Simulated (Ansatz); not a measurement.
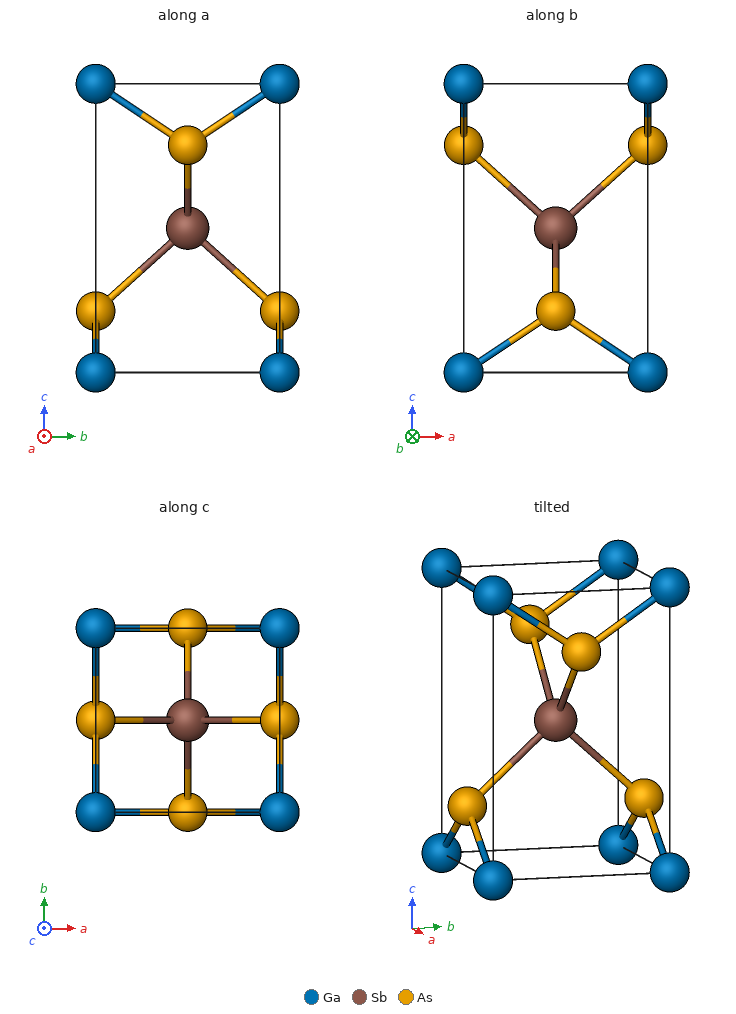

Drawn in the ball-and-stick manner and seen along the a axis, along the b axis, along the c axis and slightly off an axis. The lines enclose the conventional unit cell; boundary atoms appear with their images.

Lattice parameters: a = 4.1949 Å, b = 4.1949 Å, c = 6.5814 Å, α = 90.000°, β = 90.000°, γ = 90.000°.

Reconstruct the structure as a CIF with its space group and independent sites, with free fractional coordinates to two decimals.

```cif
data_structure
_symmetry_space_group_name_H-M 'P -4 m 2'
_symmetry_Int_Tables_number 115
_cell_length_a 4.1949
_cell_length_b 4.1949
_cell_length_c 6.5814
_cell_angle_alpha 90.000
_cell_angle_beta 90.000
_cell_angle_gamma 90.000
_cell_volume 115.81
loop_
_atom_site_label
_atom_site_type_symbol
_atom_site_symmetry_multiplicity
_atom_site_Wyckoff_symbol
_atom_site_fract_x
_atom_site_fract_y
_atom_site_fract_z
_atom_site_occupancy
Ga1 Ga 1 a 0.00 0.00 0.00 1
Sb1 Sb 1 c 0.50 0.50 0.50 1
As1 As 2 g 0.00 0.50 0.79 1
```

The structure comes from a structure type filled with these elements by a generator (whether the compound takes this form wasn't checked). It is drawn as it came out of a relaxation with Ansatz, DFT PBE, scalar-relativistic, plane waves, PAW.
